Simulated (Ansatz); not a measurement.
Starting cell, WB2 (space group P6_3/mmc):

```xyz
12
Lattice="2.9826 0.0000 0.0000 -1.4913 2.5830 0.0000 0.0000 0.0000 13.8559" Properties=species:S:1:pos:R:3 pbc="T T T"
B      0.0000     1.7220     7.2502
B      1.4913     0.8610     6.6057
B      1.4913     0.8610     0.3223
B      0.0000     1.7220    13.5336
B      0.0000     0.0000     3.4640
B      0.0000     0.0000    10.3919
B      1.4913     0.8610     3.4640
B      0.0000     1.7220    10.3919
W      0.0000     1.7220     1.8777
W      1.4913     0.8610    11.9781
W      1.4913     0.8610     8.8057
W      0.0000     1.7220     5.0502
```

A phonon eigenvector at Γ is frozen into this cell: atom i moves by Q times the vector below, so Q is the largest atomic displacement, in Å. The cell is held.

| atom | x | y | z |
|---|---|---|---|
| B1 | 0.000 | 0.000 | -1.000 |
| B2 | 0.000 | 0.000 | -1.000 |
| B3 | 0.000 | 0.000 | -1.000 |
| B4 | 0.000 | 0.000 | -1.000 |
| B5 | 0.000 | 0.000 | 0.559 |
| B6 | 0.000 | 0.000 | 0.559 |
| B7 | 0.000 | 0.000 | 0.308 |
| B8 | 0.000 | 0.000 | 0.308 |
| W9 | 0.000 | 0.000 | 0.033 |
| W10 | 0.000 | 0.000 | 0.033 |
| W11 | 0.000 | 0.000 | 0.033 |
| W12 | 0.000 | 0.000 | 0.033 |

These are LDA (plane waves to 420 eV, PAW, scalar-relativistic; Ansatz, a quantum-chemistry and plane-wave program) values and carry that method's errors. k mesh 14×14×3 (Γ-centred), Fermi-Dirac smearing 0.05 eV. The energy includes the smearing's −TS. With partly filled bands, energies and forces of such displacements shift with the k mesh and the smearing. Spin-orbit coupling is left out, though W is heavy. WB2 is run without spin polarisation. WB2 was relaxed with its symmetry unable to fall. The zero of ΔE is the undisplaced structure.

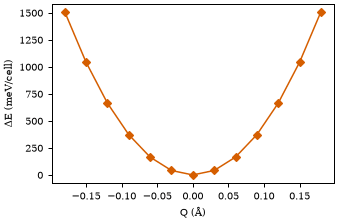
Figure. ΔE (meV/cell) against Q (Å); one marker a computed point.

Question: What is the energy change at Q = 0.180 Å?

Answer: About 1500 meV/cell.

Question: What harmonic wavenumber does the curvature at Q = 0 give?

Answer: About 690 cm⁻¹.

(A displaced cell: forces are minus the slopes of the energy, force constants its curvatures, and phonons follow from these.)
